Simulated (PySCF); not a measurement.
# C4H8FNSi2: runs on many settings, part 2 of 2

PySCF 2.14.0. Atoms count from 0.

**4. NMR shieldings: revPBE/IGLO-II**

The job: settings as JSON, then the geometry in Å.

```
{"job": {"kind": "nmr", "xc": "revPBE", "basis": "IGLO-II", "pop": false, "scf": {"conv": 1e-11}}, "charge": 0, "multiplicity": 1}
C      3.138452     0.671397     1.396715
C      2.240208     0.637097     0.598016
Si     0.830171     0.561818    -0.600172
C     -0.794169     1.219448     0.145858
C     -1.528982     0.066942     0.823447
F     -1.026124    -0.085083     2.117810
Si    -1.200917    -1.573865    -0.117921
N      0.278179    -1.071608    -0.856208
H      3.926655     0.703053     2.093627
H      1.209614     1.171830    -1.878083
H     -1.434067     1.608157    -0.646198
H     -0.643132     2.026355     0.863136
H     -2.587962     0.307864     0.970599
H     -2.238901    -1.825714    -1.124350
H     -1.030415    -2.678742     0.820834
H      0.853791    -1.730005    -1.351037
```

Level: GIAO revPBE/IGLO-II NMR shielding, non-relativistic, gas phase.

The program printed:

```text
final grid: 134256 points
cycle   1  E = -890.4912626276  dE =  7.722e-01  |g| = 8.871e-01  |ddm| = 3.383e+00
cycle   2  E = -890.1469611956  dE =  3.443e-01  |g| = 1.541e+00  |ddm| = 1.999e+00
cycle   3  E = -890.6297404441  dE = -4.828e-01  |g| = 2.879e-01  |ddm| = 1.527e+00
cycle   4  E = -890.6422259329  dE = -1.249e-02  |g| = 1.760e-01  |ddm| = 2.916e-01
cycle   5  E = -890.6490123203  dE = -6.786e-03  |g| = 7.428e-02  |ddm| = 1.311e-01
cycle   6  E = -890.6503125227  dE = -1.300e-03  |g| = 1.302e-02  |ddm| = 5.473e-02
cycle   7  E = -890.6503502635  dE = -3.774e-05  |g| = 4.542e-03  |ddm| = 1.545e-02
cycle   8  E = -890.6503551999  dE = -4.936e-06  |g| = 8.940e-04  |ddm| = 4.976e-03
cycle   9  E = -890.6503553807  dE = -1.808e-07  |g| = 2.967e-04  |ddm| = 1.110e-03
cycle  10  E = -890.6503553957  dE = -1.497e-08  |g| = 1.323e-04  |ddm| = 3.049e-04
cycle  11  E = -890.6503553989  dE = -3.197e-09  |g| = 3.139e-05  |ddm| = 1.187e-04
cycle  12  E = -890.6503553991  dE = -2.408e-10  |g| = 5.167e-06  |ddm| = 3.491e-05
cycle  13  E = -890.6503553992  dE = -5.457e-12  |g| = 2.457e-06  |ddm| = 6.442e-06
converged SCF energy = -890.6503553992

GIAO shielding tensors (ppm)
atom      isotropic    diamagn.    paramagn.     s11        s22        s33       span
  0 C       90.017     263.922    -173.905     11.732     18.046    240.272    228.540
  1 C       97.652     265.460    -167.807      1.703      4.660    286.595    284.892
  2 Si     372.795     883.369    -510.573    325.965    371.891    420.530     94.565
  3 C      161.256     248.440     -87.184    148.881    159.442    175.445     26.564
  4 C       91.179     239.041    -147.862     51.656     71.087    150.794     99.139
  5 F      380.390     472.398     -92.008    325.577    369.462    446.132    120.555
  6 Si     364.141     882.747    -518.606    318.637    354.702    419.083    100.446
  7 N      240.840     320.482     -79.642    212.875    235.589    274.056     61.181
  8 H       30.457      32.243      -1.786     25.755     26.022     39.593     13.839
  9 H       26.492      28.783      -2.291     22.951     24.510     32.014      9.063
 10 H       30.998      30.840       0.158     26.752     28.490     37.752     10.999
 11 H       30.463      30.387       0.076     27.302     28.391     35.696      8.394
 12 H       26.498      28.902      -2.404     22.615     26.811     30.067      7.452
 13 H       26.564      29.426      -2.862     23.007     24.167     32.519      9.513
 14 H       26.563      29.807      -3.245     23.533     24.209     31.945      8.412
 15 H       32.211      30.933       1.278     24.138     29.092     43.403     19.265
```

Wall time 70 s (1 thread of Arm Neoverse N1, shared host); peak memory 0.75 GiB.

Key values: δ C0 95.0, C4 93.9, C1 87.4, C3 23.8, H9 5.67, H12 5.66 ppm.

**5. Shielding tensors: X3LYP/pcSseg-1**

Same as in step 4 but for these lines:

```diff
@@ -1,2 +1,2 @@
-{"job": {"kind": "nmr", "xc": "revPBE", "basis": "IGLO-II", "pop": false, "scf": {"conv": 1e-11}}, "charge": 0, "multiplicity": 1}
+{"job": {"kind": "nmr", "xc": "X3LYP", "basis": "pcSseg-1", "pop": true, "scf": {"aux": "def2-qzvpp-jkfit"}}, "charge": 0, "multiplicity": 1}
 C      3.138452     0.671397     1.396715
```

With the program's defaults for keys left out, this is: GIAO X3LYP/pcSseg-1 NMR shielding, non-relativistic, gas phase.

The program printed:

```text
final grid: 134256 points
cycle   1  E = -890.4697487794  dE =  8.876e-01  |g| = 7.707e-01  |ddm| = 3.796e+00
cycle   2  E = -890.3574397469  dE =  1.123e-01  |g| = 1.089e+00  |ddm| = 1.633e+00
cycle   3  E = -890.5858883078  dE = -2.284e-01  |g| = 1.430e-01  |ddm| = 1.020e+00
cycle   4  E = -890.5896594202  dE = -3.771e-03  |g| = 6.787e-02  |ddm| = 1.632e-01
cycle   5  E = -890.5905936810  dE = -9.343e-04  |g| = 3.222e-02  |ddm| = 6.206e-02
cycle   6  E = -890.5908405687  dE = -2.469e-04  |g| = 5.320e-03  |ddm| = 2.522e-02
cycle   7  E = -890.5908466297  dE = -6.061e-06  |g| = 1.596e-03  |ddm| = 5.653e-03
cycle   8  E = -890.5908472093  dE = -5.795e-07  |g| = 2.523e-04  |ddm| = 1.598e-03
cycle   9  E = -890.5908472210  dE = -1.173e-08  |g| = 9.571e-05  |ddm| = 3.183e-04
cycle  10  E = -890.5908472224  dE = -1.419e-09  |g| = 4.244e-05  |ddm| = 1.057e-04
cycle  11  E = -890.5908472228  dE = -4.009e-10  |g| = 3.926e-06  |ddm| = 4.271e-05
converged SCF energy = -890.5908472228

GIAO shielding tensors (ppm)
atom      isotropic    diamagn.    paramagn.     s11        s22        s33       span
  0 C       82.068     260.449    -178.381     -0.904      5.422    241.686    242.590
  1 C       91.922     258.632    -166.710     -9.358     -5.338    290.462    299.820
  2 Si     369.376     879.342    -509.966    323.767    367.003    417.358     93.591
  3 C      158.435     252.891     -94.455    145.172    157.997    172.137     26.965
  4 C       89.352     246.402    -157.050     49.594     68.959    149.502     99.907
  5 F      394.743     476.844     -82.100    338.944    381.651    463.634    124.690
  6 Si     360.805     879.625    -518.820    319.237    350.715    412.463     93.226
  7 N      245.259     324.028     -78.769    216.484    237.828    281.465     64.981
  8 H       29.897      33.431      -3.534     24.949     25.149     39.593     14.643
  9 H       26.698      28.209      -1.511     22.892     24.544     32.659      9.767
 10 H       30.785      30.945      -0.160     26.477     27.962     37.916     11.439
 11 H       30.118      30.297      -0.179     26.919     27.680     35.754      8.835
 12 H       26.291      28.966      -2.674     22.338     26.497     30.038      7.700
 13 H       26.875      28.831      -1.956     23.065     24.343     33.217     10.151
 14 H       26.774      29.056      -2.282     23.697     24.201     32.423      8.726
 15 H       31.860      31.099       0.761     23.243     28.287     44.050     20.807
```

Run time: 46 s. Hardware: 1 thread of Arm Neoverse N1, shared host; peak memory 0.78 GiB.

Key values: δ C0 100.1, C4 92.8, C1 90.2, C3 23.7, H12 5.52, H9 5.11 ppm.

**6. Ultraviolet spectrum: PBE0/STO-3G**

Same as in step 5 but for these lines:

```diff
@@ -1,2 +1,2 @@
-{"job": {"kind": "nmr", "xc": "X3LYP", "basis": "pcSseg-1", "pop": true, "scf": {"aux": "def2-qzvpp-jkfit"}}, "charge": 0, "multiplicity": 1}
+{"job": {"kind": "uv", "xc": "PBE0", "basis": "STO-3G", "nstates": 6, "ntriplets": 5, "tda": true}, "charge": 0, "multiplicity": 1}
 C      3.138452     0.671397     1.396715
```

Level: TDA PBE0/STO-3G, vertical, gas phase, core orbitals frozen in the response.

The program printed:

```text
coarse grid: 14704 points
cycle   1  E = -879.3913289496  dE =  8.233e-01  |g| = 6.580e-01  |ddm| = 5.218e+00
cycle   2  E = -879.3557209116  dE =  3.561e-02  |g| = 7.987e-01  |ddm| = 1.996e+00
cycle   3  E = -879.5336646065  dE = -1.779e-01  |g| = 1.990e-01  |ddm| = 1.120e+00
cycle   4  E = -879.5433583458  dE = -9.694e-03  |g| = 7.302e-02  |ddm| = 2.566e-01
cycle   5  E = -879.5447848025  dE = -1.426e-03  |g| = 1.120e-02  |ddm| = 8.893e-02
cycle   6  E = -879.5448281719  dE = -4.337e-05  |g| = 2.100e-03  |ddm| = 2.001e-02
cycle   7  E = -879.5448294971  dE = -1.325e-06  |g| = 4.838e-04  |ddm| = 3.432e-03
final grid: 134256 points
cycle   8  E = -879.4920261821  dE = -9.423e-06  |g| = 5.268e-03  |ddm| = 1.644e-02
cycle   9  E = -879.4920254861  dE =  6.961e-07  |g| = 5.516e-03  |ddm| = 1.458e-02
cycle  10  E = -879.4920349380  dE = -9.452e-06  |g| = 2.037e-04  |ddm| = 7.577e-03
cycle  11  E = -879.4920349541  dE = -1.607e-08  |g| = 4.093e-05  |ddm| = 4.075e-04
cycle  12  E = -879.4920349543  dE = -2.212e-10  |g| = 3.464e-05  |ddm| = 8.305e-05
cycle  13  E = -879.4920349546  dE = -2.899e-10  |g| = 1.216e-05  |ddm| = 4.209e-05
converged SCF energy = -879.4920349546

Static polarisability (au): isotropic 46.803, principal 37.667 39.641 63.102

Singlet excitations
state   eV       nm        f      main configurations
  1   7.1037    174.5   0.00418   H->L 0.98
  2   7.7661    159.6   0.01480   H->L+1 0.95
  3   7.9277    156.4   0.00608   H-1->L 0.86
  4   8.0479    154.1   0.00252   H-3->L 0.42, H-4->L 0.15, H-1->L 0.13
  5   8.4222    147.2   0.02026   H-2->L 0.86
  6   8.5030    145.8   0.00101   H-1->L+1 0.78, H-4->L 0.09, H-3->L+1 0.08

Triplet excitations (Tamm-Dancoff, eV): 6.1675 6.6003 6.9490 6.9990 7.5638
```

It took 8.5 s on 1 thread of Arm Neoverse N1, shared host; peak memory 0.45 GiB.

In short: HOMO -3.63 eV, LUMO 4.69 eV; lowest singlet 7.10 eV.

**7. Run by run: NMR shifts**

Shifts (ppm) of some atoms, chosen among heavy atoms and hydrogens apart, with basis size and wall time:

| run | C0 | C1 | H14 | H13 | Si6 | Si2 | N7 | functions | time |
| --- | --- | --- | --- | --- | --- | --- | --- | --- | --- |
| PBE0/pcSseg-1 | 102.7 | 90.9 | 5.12 | 5.00 | -20.4 | -29.3 | 18.3 | 190 | 47 s |
| revPBE/IGLO-II | 95.0 | 87.4 | 5.60 | 5.60 | -25.2 | -33.8 | 24.4 | 250 | 70 s |
| X3LYP/pcSseg-1 | 100.1 | 90.2 | 5.04 | 4.94 | -25.5 | -34.1 | 21.5 | 190 | 46 s |

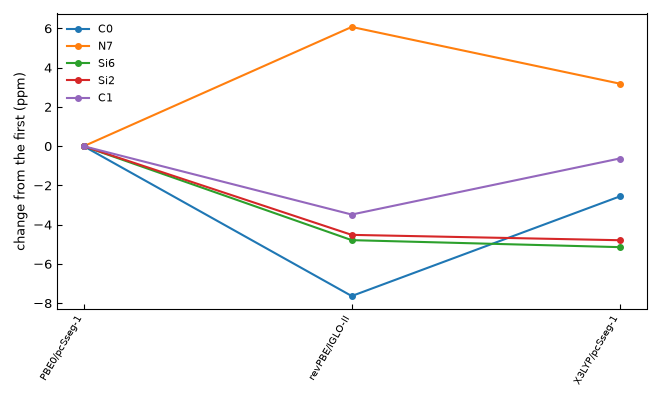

How five of the tabulated atoms move from run to run.

**8. Run by run: electronic excitations**

Excitations and ground-state properties, with basis size and wall time:

| run | lowest singlet (eV) | brightest (eV) | f | gap (eV) | α (Å³) | μ (D) | functions | time |
| --- | --- | --- | --- | --- | --- | --- | --- | --- |
| PBE0/def2-SVPD | 5.89 | 5.89 | 0.012 | 7.17 | 14.83 | 1.46 | 235 | 70 s |
| PBE0/STO-3G | 7.10 | 8.42 | 0.020 | 8.32 | 6.94 | 1.50 | 56 | 8.5 s |

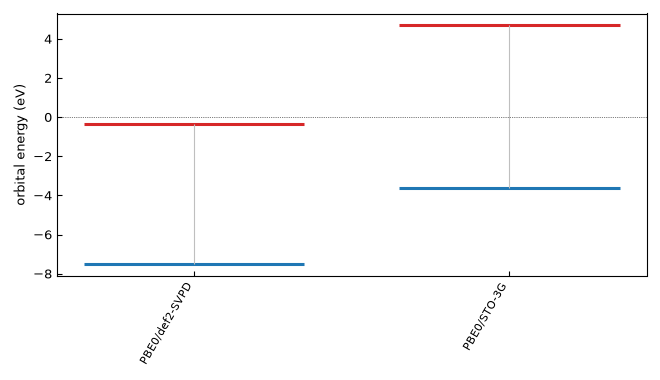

HOMO (blue) and LUMO (red) run by run.

**9. Results**

What follows sums up all 2 parts.

| quantity | value |
| --- | --- |
| ¹³C shifts against TMS (PBE0/pcSseg-1) | 102.7, 90.9, 90.7, 22.7 ppm |
| ¹H shifts against TMS (PBE0/pcSseg-1) | 5.53, 5.21, 5.12, 5.00, 2.00, 1.75, 1.05, 0.01 ppm |
| ²⁹Si shifts against TMS (PBE0/pcSseg-1) | -20.4, -29.3 ppm |
| ¹⁹F shifts against CFCl3 (PBE0/pcSseg-1) | -228.3 ppm |
| ¹⁵N shifts against NH3 (PBE0/pcSseg-1) | 18.3 ppm |
| lowest singlet (PBE0/def2-SVPD) | 5.89 eV (211 nm), f = 0.012 |
| lowest triplet | 4.92 eV |
| range of the shift of C0 | 95.0 to 102.7 ppm |
| range of the lowest singlet | 5.89 to 7.10 eV |
| property runs in this session | 5, of which 0 failed and 1 gave unsound results |

**Reading.** Single values in the summary come from the first sound run of each kind (PBE0/pcSseg-1; PBE0/def2-SVPD), which need not be the best level. At PBE0/pcSseg-1: The largest span, 294 ppm, is at C1, where the paramagnetic term is -164 ppm. The first singlet state (HOMO→LUMO 0.79) lies at 5.89 eV and is weak. The lowest triplet lies 0.97 eV below the lowest singlet (triplets in Tamm-Dancoff, singlets in full TDDFT). Across the 3 runs the shift of C0 moves most, between 95.0 (revPBE/IGLO-II) and 102.7 ppm (PBE0/pcSseg-1). The lowest singlet runs from 5.89 eV (PBE0/def2-SVPD) to 7.10 eV (PBE0/STO-3G), while the orbital gap spans 7.17 to 8.32 eV. A minimal basis can't describe excited states, so its value is no measure of the functional. Some runs use the Tamm-Dancoff approximation and others full TDDFT, which shifts states apart from functional and basis. The lowest state need not be the same one in every run. The runs solved for a few states only, so the brightest column depends on that window.
